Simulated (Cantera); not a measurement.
Feed: 1 mol PbO, 0.08 mol O2, a varied amount of N2, held at 1500 K and 13.3 mbar.

These are equilibrium values from Cantera (NASA tables, ideal gas, pure condensed phases), not measurements of a reactor. Candidate condensed phases: Pb, PbO, PbO2, Pb3O4; 12 gas species. Gases not in the tables: (PbO)n polymers. Kinetics and transport are ignored.

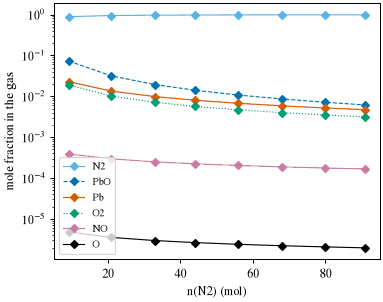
*Equilibrium gas composition (values under 1e-9 drawn at 1e-9)*

Read off the mole fractions at 91 mol N2.

N2 about 0.99, PbO about 0.0061, Pb about 0.0047, O2 about 0.0031, NO about 0.00017, O about 2.0e-6.
